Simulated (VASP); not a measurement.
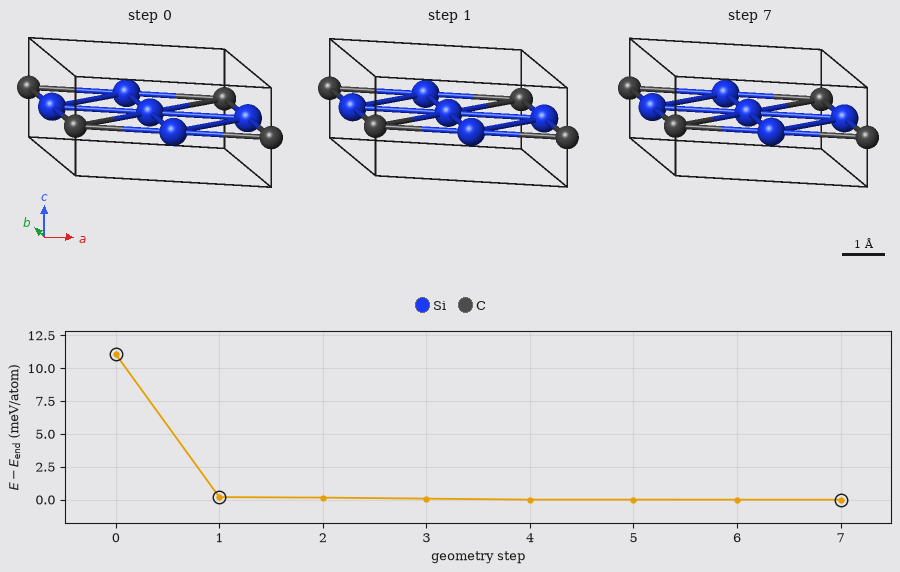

Frames of a relaxation of crystalline Si3C (a generated structure, set up in P6/mmm), marked on the history of the run. A ball-and-stick model of the cell of the calculation, seen slightly off an axis.

The run lets cell and atoms move.

All numbers below come from Kohn-Sham DFT of a periodic cell, PBE with D3(BJ), VASP PAW PBE potentials, recommended in VASP 6.6.1.

Input
```
SYSTEM = Si3C
ALGO = Normal
EDIFF = 1E-6
EDIFFG = -0.005
ENCUT = 600
GGA = PE
IBRION = 2
ISIF = 3
ISMEAR = -1
IVDW = 12
LASPH = .TRUE.
LCHARG = .FALSE.
LREAL = .FALSE.
LWAVE = .FALSE.
NELM = 80
NSW = 60
PREC = Accurate
SIGMA = 0.05
```

Launched with:
```bash
cat potpaw_PBE.64/Si/POTCAR potpaw_PBE.64/C/POTCAR > POTCAR
mpirun -np 1 vasp_std > vasp.out
```

**Describe the path.**

No atom moves by more than 0.005 Å relative to the cell. The drawn cell changes as follows: a = b 4.915 → 4.815 Å (−2.0 %), c 2.433 → 2.435 Å (+0.1 %); the volume changes by −3.9 %. Among the contacts that change: Si–Si 2.457 → 2.408 Å, C–Si 2.457 → 2.408 Å. The space group stays P6/mmm (No. 191). The energy falls by 11.1 meV per atom in 7 geometry steps. All forces vanish by symmetry, so only the cell relaxes. Pressure: −3.87 GPa at the start and −0.01 GPa at the end. From step 0 to 1: volume −4.4 %, energy −10.9 meV per atom. From step 1 to 7: volume +0.5 %, energy −0.2 meV per atom.

```json
{"step": "0", "E − E(0), meV/atom": "0.00", "pressure, GPa": "-3.87", "volume, Å³/atom": "12.725"}
{"step": "1", "E − E(0), meV/atom": "-10.88", "pressure, GPa": "0.77", "volume, Å³/atom": "12.165"}
{"step": "2", "E − E(0), meV/atom": "-10.92", "pressure, GPa": "0.39", "volume, Å³/atom": "12.192"}
{"step": "3", "E − E(0), meV/atom": "-10.99", "pressure, GPa": "-0.05", "volume, Å³/atom": "12.231"}
{"step": "4", "E − E(0), meV/atom": "-11.07", "pressure, GPa": "0.12", "volume, Å³/atom": "12.215"}
{"step": "5", "E − E(0), meV/atom": "-11.07", "pressure, GPa": "0.12", "volume, Å³/atom": "12.215"}
{"step": "6", "E − E(0), meV/atom": "-11.07", "pressure, GPa": "-0.09", "volume, Å³/atom": "12.231"}
{"step": "7", "E − E(0), meV/atom": "-11.07", "pressure, GPa": "-0.01", "volume, Å³/atom": "12.225"}
```
